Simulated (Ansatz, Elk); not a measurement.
## How far do independent atoms describe TlS3Br?

Structure refinements treat a crystal as free atoms side by side. For a made-up structure of TlS3Br (cell and positions from a PBEsol relaxation) the runs below show what the calculated density changes in F(hkl).

Method: DFT, PBE, all-electron APW+lo, Dirac cores, scalar-relativistic bands, static density, no spin, in Elk 11.2.3 (patched build).

The structure was built from a prototype and need not be the compound's stable phase.

### 1. The structure

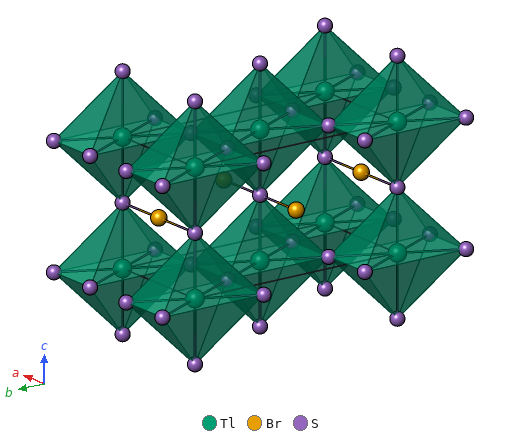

The starting structure, seen from a free direction (thallium teal, bromine orange, sulfur purple). This picture shows the conventional cell, with its axes. Some periodic images of atoms are drawn too.

### 2. Ground state and structure factors

An all-electron density is needed, since X-rays see the cores too. Task 0 finds the density and task 195 Fourier-transforms it; tshift is off so that phases refer to the origin typed.

elk.in reads:

```
tasks
  0
  195

xctype
  20

spinpol
  .false.

rgkmax
  7.0

gmaxvr
  14.0

lmaxo
  7

lmaxapw
  8

swidth
  0.002

tshift
  .false.

ramdisk
  .false.

hmaxvr
  5.5

maxscl
  120

epspot
  1e-06

sppath
  './'

avec
  4.55639523113 -9.37688701419 -0.00000000000
  4.55639523113 9.37688701419 0.00000000000
  0.00000000000 0.00000000000 10.30629235072

atoms
  3
  'Tl.in'
  1
  0.0000000000 0.0000000000 -0.0000000000   0.000000 0.000000 0.000000
  'Br.in'
  1
  0.5000000000 0.5000000000 0.5000000000   0.000000 0.000000 0.000000
  'S.in'
  3
  0.5000000000 -0.0000000000 0.0000000000   0.000000 0.000000 0.000000
  -0.0000000000 0.5000000000 -0.0000000000   0.000000 0.000000 0.000000
  -0.0000000000 0.0000000000 0.5000000000   0.000000 0.000000 0.000000

ngridk
  5 5 4
```

Command:

```sh
> OMP_NUM_THREADS=4 elk
```

Numbers of over 12 decimals in the logs are rounded to 6 here.

The log of the run:

```text
┌─────────────────────────┐
│ Elk code version 11.2.3 │
└─────────────────────────┘

All units are atomic (Hartree, Bohr, etc.)

┌─────────────────────────────────────────────────┐
│ Ground-state run starting from atomic densities │
└─────────────────────────────────────────────────┘

Lattice vectors :
   4.556395231      -9.376887014      -0.000000000
   4.556395231       9.376887014       0.000000000
   0.000000000       0.000000000       10.30629235

Reciprocal lattice vectors :
  0.6894908133     -0.3350357799       0.000000000
  0.6894908133      0.3350357799      -0.000000000
   0.000000000      -0.000000000      0.6096455537

Unit cell volume      :    880.6686263
Brillouin zone volume :   0.2816612356

Muffin-tin inner radius fraction :   0.1000000000E-01

Nuclei treated as point charges

Species : 1 (Tl)
 parameters loaded from : Tl.in
 name : thallium
 nuclear charge    :   -81.00000000
 electronic charge :    81.00000000
 atomic mass :    372567.9643
 muffin-tin radius :    2.800000000
 number of radial points in muffin-tin :   1393
 inner part over the whole radius :   0.9893942913E-02
 number on inner part of muffin-tin    :   1000
 approximate nuclear radius :   0.1043008296E-03
 number of mesh points to nuclear radius :    525
 atomic positions (lattice), magnetic fields (Cartesian) :
  1 :   0.00000000  0.00000000  0.00000000    0.00000000  0.00000000  0.00000000

Species : 2 (Br)
 parameters loaded from : Br.in
 name : bromine
 nuclear charge    :   -35.00000000
 electronic charge :    35.00000000
 atomic mass :    145656.0816
 muffin-tin radius :    2.351162729
 number of radial points in muffin-tin :    993
 inner part over the whole radius :   0.9993896384E-02
 number on inner part of muffin-tin    :    703
 approximate nuclear radius :   0.7858070945E-04
 number of mesh points to nuclear radius :    344
 atomic positions (lattice), magnetic fields (Cartesian) :
  1 :   0.50000000  0.50000000  0.50000000    0.00000000  0.00000000  0.00000000

Species : 3 (S)
 parameters loaded from : S.in
 name : sulphur
 nuclear charge    :   -16.00000000
 electronic charge :    16.00000000
 atomic mass :    58450.91931
 muffin-tin radius :    2.155232502
 number of radial points in muffin-tin :    793
 inner part over the whole radius :   0.9952107736E-02
 number on inner part of muffin-tin    :    554
 approximate nuclear radius :   0.6195814986E-04
 number of mesh points to nuclear radius :    251
 atomic positions (lattice), magnetic fields (Cartesian) :
  1 :   0.50000000  0.00000000  0.00000000    0.00000000  0.00000000  0.00000000
  2 :   0.00000000  0.50000000  0.00000000    0.00000000  0.00000000  0.00000000
  3 :   0.00000000  0.00000000  0.50000000    0.00000000  0.00000000  0.00000000

Total number of atoms per unit cell :    5
Total muffin-tin volume :    272.1980110
 ratio of muffin-tin to unit cell volume :   0.3090810810

Spin treatment :
 spin-unpolarised

Number of Bravais lattice symmetries :    8
Number of crystal symmetries         :    8
Crystal has inversion symmetry
Real symmetric eigensolver will be used

k-point grid :      5     5     4
k-point offset :    0.000000000       0.000000000       0.000000000
k-point set is reduced with full crystal symmetry group
Total number of k-points :       27

Muffin-tin radius times maximum |G+k| :    7.000000000
 using average radius
Maximum |G+k| for APW functions       :    3.012862279
Maximum (1/2)|G+k|²                   :    4.538669556
Maximum |G| for potential and density :    14.00000000
Constant for pseudocharge density :   10
 order of it for each species :   17  17  17
 order of it for pair densities of each species (exact exchange by exxq0 0: 18) :   14  10   8
Radial integration step length :    1

G-vector grid sizes :     48    48    48
Number of G-vectors :    40841

Maximum angular momentum used for
 APW functions            :    8
 outer part of muffin-tin :    7
 inner part of muffin-tin :    2

Total nuclear charge    :   -164.0000000
[...]
xc potential                :     -717.24063652151
 exchange                    :     -542.33337394496
 correlation                 :     -8.596647
 electron entropic           :    -0.14136237251415E-02
 total energy                :     -24094.416817649

Density of states at Fermi energy :    108.4082934
 (states/Hartree/unit cell)

Estimated indirect band gap :   0.3040991866E-03
 from k-point 16 to k-point 10
Estimated direct band gap   :   0.1260368871E-02
 at k-point 16

Charges :
 core                        :    110.0000000
 valence                     :    54.00000000
 interstitial                :    8.484519763
 muffin-tins (core leakage)
  species : 1 (Tl)
   atom 1                    :    79.31534796     (  0.3874229841E-04)
  species : 2 (Br)
[...]
species : 3 (S)
[...]
total in muffin-tins        :    155.5154802
 total calculated charge     :    163.9982823
 total charge                :    164.0000000
 error                       :   0.1717697927E-02

RMS change in Kohn-Sham potential (target) :   0.3280772733     (  0.1000000000E-05)
Absolute change in total energy (target)   :   0.6602534635     (  0.1000000000E-03)

[... loops 3 to 14 left out ...]

┌──────────────────┐
│ Loop number : 15 │
└──────────────────┘

Energies :
 Fermi                       :     0.108776
 sum of occupied eigenvalues :     -14721.927485373
 electron kinetic            :      27390.329954046
 core electron kinetic       :      26883.468375903
 Coulomb                     :     -50931.959118054
 Coulomb potential           :     -41392.861235953
 nuclear-nuclear             :     -1680.0663038881
 electron-nuclear            :     -57134.698354787
 Hartree                     :      7882.8055406212
 Madelung                    :     -30235.528500078
 xc potential                :     -719.39620346593
 exchange                    :     -542.49448508983
 correlation                 :     -8.601207
 electron entropic           :    -0.18076149290548E-02
 total energy                :     -24092.726663645

Density of states at Fermi energy :    136.3099618
 (states/Hartree/unit cell)

Estimated indirect band gap :   0.1260880091E-02
 from k-point 24 to k-point 11
Estimated direct band gap   :   0.8265312702E-02
 at k-point 6

Charges :
 core                        :    110.0000000
 valence                     :    54.00000000
 interstitial                :    8.329109785
 muffin-tins (core leakage)
  species : 1 (Tl)
[...]
species : 2 (Br)
[...]
species : 3 (S)
[...]
total in muffin-tins        :    155.6708902
 total calculated charge     :    163.9982350
 total charge                :    164.0000000
 error                       :   0.1764974385E-02

RMS change in Kohn-Sham potential (target) :   0.6782176185E-06 (  0.1000000000E-05)
Absolute change in total energy (target)   :   0.9600329577E-04 (  0.1000000000E-03)

Convergence targets achieved

┌──────────────────┐
│ Loop number : 16 │
└──────────────────┘

Energies :
 Fermi                       :     0.108777
 sum of occupied eigenvalues :     -14721.927385086
 electron kinetic            :      27390.330050666
 core electron kinetic       :      26883.468452004
 Coulomb                     :     -50931.959118595
 Coulomb potential           :     -41392.861242072
 nuclear-nuclear             :     -1680.0663038881
 electron-nuclear            :     -57134.698347233
 Hartree                     :      7882.8055325258
 Madelung                    :     -30235.528497559
 xc potential                :     -719.39619367984
 exchange                    :     -542.49448492633
 correlation                 :     -8.601207
 electron entropic           :    -0.18076193721101E-02
 total energy                :     -24092.726567392

Density of states at Fermi energy :    136.3103809
 (states/Hartree/unit cell)

Estimated indirect band gap :   0.1260884391E-02
 from k-point 24 to k-point 11
Estimated direct band gap   :   0.8265235878E-02
 at k-point 6

Charges :
 core                        :    110.0000000
 valence                     :    54.00000000
 interstitial                :    8.329108009
 muffin-tins (core leakage)
  species : 1 (Tl)
[...]
species : 2 (Br)
[...]
species : 3 (S)
   atom 1                    :    14.23024964     (  0.9220645102E-04)
   atom 2                    :    14.23024964     (  0.9220645102E-04)
   atom 3                    :    14.28482330     (  0.9289548688E-04)
 total in muffin-tins        :    155.6708920
 total calculated charge     :    163.9982350
 total charge                :    164.0000000
 error                       :   0.1764976377E-02

┌──────────────────────────────┐
│ Self-consistent loop stopped │
└──────────────────────────────┘

Wrote STATE.OUT
```

It took 42 s on 4 threads of Arm Neoverse V1, shared host; peak memory 0.22 GiB.

SFACRHO.OUT:

```text

h k l indices transformed by vhmat matrix:
   1.000000000       0.000000000       0.000000000    
   0.000000000       1.000000000       0.000000000    
   0.000000000       0.000000000       1.000000000    

      h      k      l  multipl.   |H|            Re(F)            Im(F)           |F|

      0      0      0      1   0.0000000       164.00000      0.25326442E-15   164.00000    
      0      0      1      2  0.60964555       58.824147      0.48213356E-14   58.824147    
      1     -1      0      2  0.67007156       94.683298     -0.88009188E-16   94.683298    
     -1      0      0      4  0.76658108       57.576714     -0.23826146E-13   57.576714    
      1     -1      1      4  0.90590485       3.9518878      0.50286873E-14   3.9518878    
     -1      0     -1      8  0.97944589       90.541138     -0.81043826E-15   90.541138    
      2     -1      0      4   1.2188676       53.188990     -0.69474722E-14   53.188990    
      0      0      2      2   1.2192911       133.29353     -0.81039639E-14   133.29353    
     -2      2      0      2   1.3401431       129.26600      0.79744854E-16   129.26600    
     -2      1      1      8   1.3628302       84.892795      0.36268286E-13   84.892795    
      1      1      0      2   1.3789816       84.842054     -0.18666185E-13   84.842054    
      1     -1      2      4   1.3912824       84.448661     -0.91546085E-14   84.448661    
      1      0     -2      8   1.4402491       51.173129      0.17818490E-13   51.173129    
      2     -2      1      4   1.4722946       50.802759      0.44838972E-14   50.802759    
     -1     -1      1      4   1.5077327       8.1264157     -0.36690057E-13   8.1264157    
     -2      0      0      4   1.5331622       124.34633      0.39601749E-13   124.34633    
     -2      0      1      8   1.6499254       49.111276     -0.15062786E-13   49.111276    
     -1      2      2      8   1.7240386       48.452034     -0.13456809E-13   48.452034
```

Elk indexes on the primitive cell of elk.in and gives |H| = 4π sin θ/λ in inverse bohr. Below, one row stands for each form hkl of the conventional cell (m members, Friedel mates merged), F is for one primitive cell and the density is static (no thermal factor). Free-atom factors are Waasmaier and Kirfel's, and R is Σm||F|−|F'||/Σm|F|.

| hkl | m | sin θ/λ (Å⁻¹) | abs F, DFT | neutral atoms | diff. |
| --- | --- | --- | --- | --- | --- |
| 001 | 2 | 0.092 | 58.824 | 58.972 | -0.148 |
| 020 | 2 | 0.101 | 94.683 | 94.986 | -0.302 |
| 110 | 4 | 0.115 | 57.577 | 57.579 | -0.002 |
| 021 | 4 | 0.136 | 3.952 | 4.184 | -0.232 |
| 111 | 8 | 0.147 | 90.541 | 90.685 | -0.144 |
| 130 | 4 | 0.183 | 53.189 | 53.267 | -0.078 |
| 002 | 2 | 0.183 | 133.293 | 133.408 | -0.115 |
| 040 | 2 | 0.202 | 129.266 | 129.588 | -0.322 |
| 131 | 8 | 0.205 | 84.893 | 84.975 | -0.083 |
| 200 | 2 | 0.207 | 84.842 | 84.734 | +0.108 |
| 022 | 4 | 0.209 | 84.449 | 84.550 | -0.101 |
| 112 | 8 | 0.217 | 51.173 | 51.150 | +0.023 |
| 041 | 4 | 0.221 | 50.803 | 50.846 | -0.044 |
| 201 | 4 | 0.227 | 8.126 | 8.758 | -0.631 |
| 220 | 4 | 0.231 | 124.346 | 123.840 | +0.506 |
| 221 | 8 | 0.248 | 49.111 | 49.190 | -0.079 |
| 132 | 8 | 0.259 | 48.452 | 48.514 | -0.062 |
| 150 | 4 | 0.272 | 47.683 | 47.730 | -0.047 |
| 042 | 4 | 0.273 | 115.905 | 116.360 | -0.455 |
| 003 | 2 | 0.275 | 47.596 | 47.576 | +0.020 |
| 202 | 4 | 0.277 | 77.915 | 77.965 | -0.050 |
| 151 | 8 | 0.287 | 76.969 | 76.963 | +0.005 |

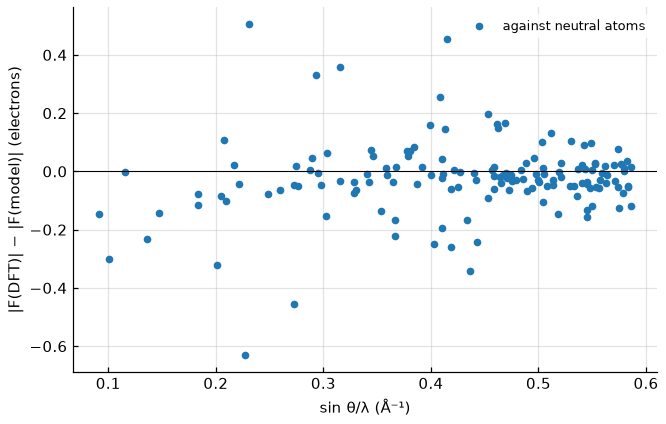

Difference between the calculated structure factors and the independent-atom ones.

### 3. The highest occupied states alone

An energy window below the Fermi level keeps the highest occupied states, to see at which angles they scatter; shallow core shells can lie inside it and anion s states outside. No new self-consistency is needed.

elk.in, as its differences from that of step 2:

```diff
@@ -1,3 +1,2 @@
 tasks
-  0
   195
@@ -40,2 +39,5 @@
 
+wsfac
+  -0.258720 0.408780
+
 sppath
```

Command:

```sh
> OMP_NUM_THREADS=4 elk
```

The log of the run:

```text
┌─────────────────────────────────┐
│ Elk code version 11.2.3 started │
└─────────────────────────────────┘

Info(readinput): the functional depends on the density's gradient
 muffin-tin radial points multiplied by    2.00000
 (not where nrmtscf is given)

┌────────────────────┐
│ Current task : 195 │
└────────────────────┘
Info(checkmt): changed muffin-tin radius of species 2 (Br) from   2.4000 to   2.3512
Info(checkmt): changed muffin-tin radius of species 3 (S) from   2.2000 to   2.1552

Info(sfacrho): density structure factors written to SFACRHO.OUT

 Energy window :  -0.2587200000      0.4087800000

┌──────────────────┐
│ Elk code stopped │
└──────────────────┘
```

Run time: 18 s. Hardware: 4 threads; peak memory 0.16 GiB.

States within 10 eV below the Fermi level hold 20.50 electrons; any levels below the window count with the cores, and a count that is not whole means the window cuts a band. Their amplitudes can exceed the total, where window and core parts have opposite phase:

| hkl | sin θ/λ (Å⁻¹) | abs F, window | abs F, all |
| --- | --- | --- | --- |
| 001 | 0.092 | 1.223 | 58.824 |
| 020 | 0.101 | 1.657 | 94.683 |
| 110 | 0.115 | 0.829 | 57.577 |
| 021 | 0.136 | 7.992 | 3.952 |
| 111 | 0.147 | 0.978 | 90.541 |
| 130 | 0.183 | 0.332 | 53.189 |
| 002 | 0.183 | 5.470 | 133.293 |
| 040 | 0.202 | 3.992 | 129.266 |
| 131 | 0.205 | 0.375 | 84.893 |
| 200 | 0.207 | 0.297 | 84.842 |

### 4. Another functional

The difference from free atoms is small, so it is set against the change that PBEsol makes.

elk.in, as its differences from that of step 3:

```diff
@@ -1,2 +1,3 @@
 tasks
+  0
   195
@@ -4,3 +5,3 @@
 xctype
-  20
+  22
 
@@ -39,5 +40,2 @@
 
-wsfac
-  -0.258720 0.408780
-
 sppath
```

Command:

```sh
> OMP_NUM_THREADS=4 elk
```

The log of the run:

```text
┌─────────────────────────┐
│ Elk code version 11.2.3 │
└─────────────────────────┘

All units are atomic (Hartree, Bohr, etc.)

┌─────────────────────────────────────────────────┐
│ Ground-state run starting from atomic densities │
└─────────────────────────────────────────────────┘

Lattice vectors :
   4.556395231      -9.376887014      -0.000000000
   4.556395231       9.376887014       0.000000000
   0.000000000       0.000000000       10.30629235

Reciprocal lattice vectors :
  0.6894908133     -0.3350357799       0.000000000
[...]
interstitial                :    8.389761959
 muffin-tins (core leakage)
  species : 1 (Tl)
[...]
species : 2 (Br)
[...]
species : 3 (S)
[...]
atom 2                    :    14.20952304     (  0.9292730523E-04)
   atom 3                    :    14.26322375     (  0.9361734004E-04)
 total in muffin-tins        :    155.6102380
 total calculated charge     :    163.9982534
 total charge                :    164.0000000
 error                       :   0.1746575828E-02

┌──────────────────────────────┐
│ Self-consistent loop stopped │
└──────────────────────────────┘

Wrote STATE.OUT
[key lines of the parts left out:]
total energy                :     -24083.635610906
```

It took 42 s on 4 threads; peak memory 0.22 GiB.

Against the first run R = 0.01 %; the largest change is -0.067 at 220.

### 5. Basis size

The basis and the expansions that go with it are enlarged, to see whether the differences are converged.

elk.in, as its differences from that of step 4:

```diff
@@ -5,3 +5,3 @@
 xctype
-  22
+  20
 
@@ -11,12 +11,12 @@
 rgkmax
-  7.0
+  8.5
 
 gmaxvr
-  14.0
+  18.0
 
 lmaxo
-  7
+  9
 
 lmaxapw
-  8
+  10
```

Command:

```sh
> OMP_NUM_THREADS=4 elk
```

The log of the run:

```text
┌─────────────────────────┐
│ Elk code version 11.2.3 │
└─────────────────────────┘

All units are atomic (Hartree, Bohr, etc.)

┌─────────────────────────────────────────────────┐
│ Ground-state run starting from atomic densities │
└─────────────────────────────────────────────────┘

Lattice vectors :
   4.556395231      -9.376887014      -0.000000000
   4.556395231       9.376887014       0.000000000
   0.000000000       0.000000000       10.30629235

Reciprocal lattice vectors :
  0.6894908133     -0.3350357799       0.000000000
[...]
interstitial                :    8.311002860
 muffin-tins (core leakage)
  species : 1 (Tl)
[...]
species : 2 (Br)
[...]
species : 3 (S)
[...]
atom 2                    :    14.23417767     (  0.9229268071E-04)
   atom 3                    :    14.28812335     (  0.9297354632E-04)
 total in muffin-tins        :    155.6889971
 total calculated charge     :    163.9998107
 total charge                :    164.0000000
 error                       :   0.1893081730E-03

┌──────────────────────────────┐
│ Self-consistent loop stopped │
└──────────────────────────────┘

Wrote STATE.OUT
[key lines of the parts left out:]
total energy                :     -24092.733224956
```

It took 1.9 min on 4 threads; peak memory 0.44 GiB; 5.1 min of CPU time.

Against the first run R = 0.01 %; the largest change is -0.016 at 006.

### 6. Settings against the effect

| run | R against the first run (%) | R against neutral atoms, low angle (%) | wall time |
| --- | --- | --- | --- |
| PBE, rgkmax 7 | 0.00 | 0.18 | 42 s |
| PBEsol | 0.01 | 0.18 | 42 s |
| rgkmax 8.5 with larger expansions | 0.01 | 0.18 | 1.9 min |

### 7. Results

* R against neutral atoms, sin θ/λ < 0.3 Å⁻¹: 0.18 %
* R against neutral atoms, 0.3 to 0.59 Å⁻¹: 0.12 %

Independent neutral atoms miss the calculated amplitudes by R = 0.18 % below 0.3 Å⁻¹ and 0.12 % from there to 0.59 Å⁻¹; by shells, 0.23 % below 0.15 Å⁻¹ (5 forms), 0.17 % 0.15 to 0.3 (21 forms), 0.16 % 0.3 to 0.45 (44 forms), 0.10 % above 0.45 (79 forms). Bonding, aspherical density and the tables' own atoms all enter these figures, and the runs don't part them. The largest change of an amplitude is -0.63 electrons, at 201. The window's part falls from 20.5 electrons at the origin to at most 0.55 between 0.45 and 0.59 Å⁻¹. Below 0.3 Å⁻¹ the changes that finished (PBEsol and rgkmax 8.5 with larger expansions) move F by R = 0.02 % at most, against the 0.18 % that separates it from free atoms. The k-mesh has no finished test. Spin-orbit coupling is left out, which can matter for elements this heavy. Part of the difference isn't bonding: the tables are fits to free atoms and ions calculated by other methods than this functional. Thermal motion, anomalous dispersion and extinction are left out.

[Logs are printed without paths, hosts, clocks, repeated set-up lines and the standing remarks that a program may print on its own settings, such as how far it seeks lower states.]

[Hosts, paths, dates, database ids (printed as entryN), source tags and the programs' standing remarks are cut or masked in the printed files.]
